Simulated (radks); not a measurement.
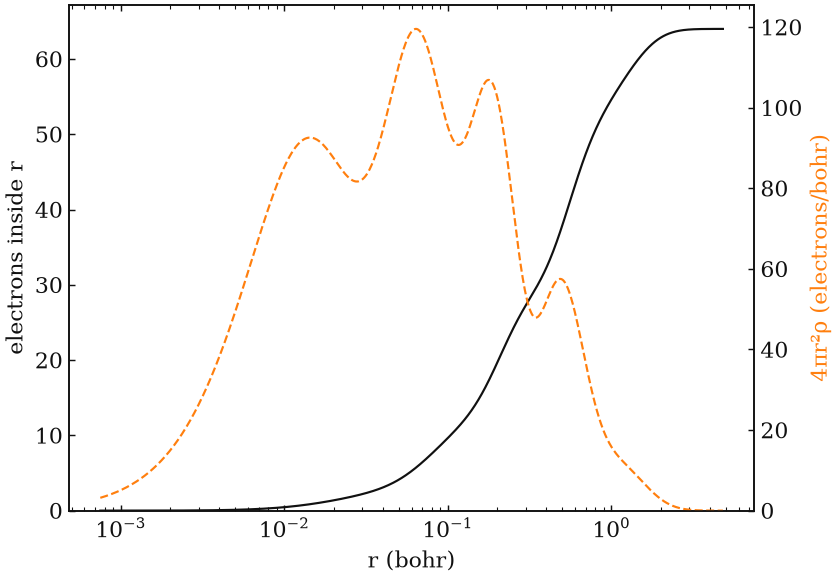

Ho³⁺ (Z = 67, 64 electrons); electrons: [Kr] 4d10 4f11 5s1 5p6 (4f5/2: 6, 4f7/2: 5). All numbers are computed, not measured: Dirac Kohn-Sham, PBE, spin-unpolarised, spherical densities, point nucleus (the in-house radial solver radks).

The plot shows the number of electrons inside radius r (solid) and the radial density 4πr²ρ (dashed).

**Read the plot.**

The count levels off at 64 electrons. Half of them lie within 0.395 bohr, 90 % within 1.22 bohr and 99 % within 2.24 bohr. The radial density has minima at 0.0279, 0.117 and 0.346 bohr, where the count stands at 2.0, 11.2 and 29.6; these part the shells that the density resolves.
